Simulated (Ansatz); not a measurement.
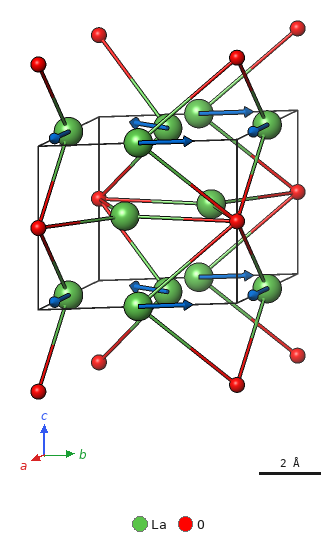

A relaxation of solid La5O (a generated structure, set up in P-62m). The starting structure is drawn; blue arrows show the displacements (the part carried along by the change of the cell is left out), at their true length.

Style: ball-and-stick. Shown: the cell of the calculation, slightly off an axis.

All numbers below come from Ansatz 0.2.0, DFT PBE, scalar-relativistic, plane waves, PAW.

Input
```yaml
crystal:
  lattice:
    - [6.77234675, 0.0, 0.0]
    - [-3.38617338, 5.86502433, 0.0]
    - [0.0, 0.0, 5.5039608]
  atoms:
    - { symbol: La, position: [0.50314742, 0.0, 0.0] }
    - { symbol: La, position: [0.66666667, 0.33333333, 0.5] }
    - { symbol: La, position: [0.49685258, 0.49685258, 0.0] }
    - { symbol: La, position: [0.33333333, 0.66666667, 0.5] }
    - { symbol: La, position: [0.0, 0.50314742, 0.0] }
    - { symbol: O, position: [0.0, 0.0, 0.5] }
basis:
  ecutwfc: 420
kpoints:
  mp_grid: { grid: [6, 6, 8] }
hamiltonian:
  xc: pbe
scf:
  occupations: { method: gaussian, width: 0.1 }
output:
  forces: true
  stress: true
  eigenvalues: true
  write_density: true
  write_potential: true
  elf: true
  volumetric_format: npy
relax:
  adjacent_minimum: "off"
  f_tol: 0.01
  max_steps: 80
  cell: { stress_tol: 0.05 }
```

Launched with:
```bash
ansatz run input.yaml --threads 1 --pin off --max-ram 2560MiB --backend cpu --events-out ev --progress --plain --runs-dir out
```

Question: What did the optimiser do to the structure, and how much energy did it gain?

Answer: The energy falls by 7.016 eV per cell of the calculation in 20 accepted moves (23 points after the start). Largest force component: 0.059 eV/Å at the start, 0.00032 eV/Å at the end. Pressure: −0.69 GPa at the start and 0.02 GPa at the end. The line search rejected the trial step at point 17 of the run. At 2 points the geometry stayed and the basis and grid were re-selected for the new cell (energy shift of 67.3 meV per cell of the calculation at most each time). The largest moves relative to the cell, 1.90 Å, are those of La1, La3 and La5. La5 goes along +b. O stays in place. The drawn cell changes as follows: a = b 6.772 → 7.797 Å (+15.1 %), c 5.504 → 3.489 Å (−36.6 %); the volume changes by −16.0 %. Near-neighbour distances that change, for instance: La1–La3 5.828 → 3.412 Å, La1–La1 5.504 → 3.489 Å, La1–La3 (another image) 3.386 → 5.133 Å, La1–O6 4.347 → 2.631 Å. The space group stays P-62m (No. 189). The run took 29 min on 1 thread of Intel(R) Xeon(R) Processor @ 2.50GHz (Skylake/Cascade Lake), with other jobs on the host, peak memory 0.59 GiB.

Limits of the set-up: layers or molecules are held without a dispersion correction, so their spacing is unreliable.
